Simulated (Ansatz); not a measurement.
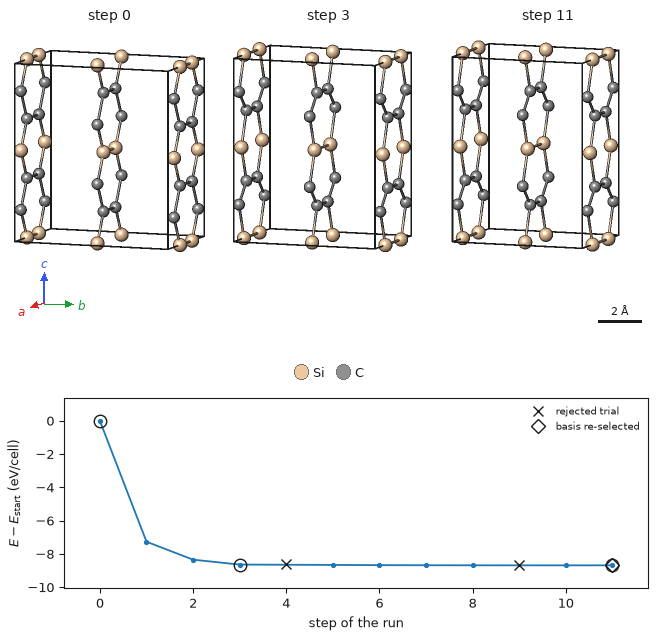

Frames of a relaxation of crystalline SiC2 (a generated structure, set up in Fmmm) (coarse preliminary run), marked on the history of the run. A ball-and-stick model of the conventional cell (4 times the calculation's cell), seen slightly off an axis. Lengths and directions refer to the drawn axes.

These are results of Ansatz 0.2.0, DFT PBE, scalar-relativistic, plane waves, PAW, not measurements. Set-up: plane-wave cutoff 420 eV; k-point mesh 4 × 4 × 4; occupations gaussian; smearing width 0.1 eV; no spin polarisation; cell and atoms relaxed; force threshold 0.04 eV/Å; at most 70 steps.

Describe the path.

Answer. The largest moves relative to the cell, 0.25 Å, are those of Si and C atoms. By element the largest moves are C 0.25 Å, Si 0.25 Å. Cell: a 4.930 → 4.988 Å (+1.2 %), b 7.759 → 6.575 Å (−15.3 %), c 8.538 → 8.868 Å (+3.9 %). Volume −10.9 %. Among the contacts that change: Si–Si 1.643 → 2.155 Å, Si–Si 3.286 → 2.833 Å, C–Si 1.643 → 1.837 Å, C–C 1.643 → 1.451 Å. Among the angles between lasting bonds that change: C–Si–C 120.0° → 136.3°, C–C–C 120.0° → 135.1°, Si–C–C 120.0° → 111.8°. The space group stays Fmmm (No. 69). Over 8 accepted moves (11 points after the start) the energy falls by 8.678 eV per cell of the calculation. Largest force component: 22 eV/Å at the start, 0.012 eV/Å at the end. Pressure: 36.66 GPa at the start and −0.10 GPa at the end. The line search rejected the trial steps at points 4, 9 of the run. At 1 point the geometry stayed and the basis and grid were re-selected for the new cell (energy shift of 1.7 meV per cell of the calculation at most each time). From step 0 to 3: Si and C atoms move most (0.24 Å), volume −4.3 %, energy −8.633 eV per cell of the calculation. From step 3 to 11: volume −7.0 %, energy −45.2 meV per cell of the calculation.
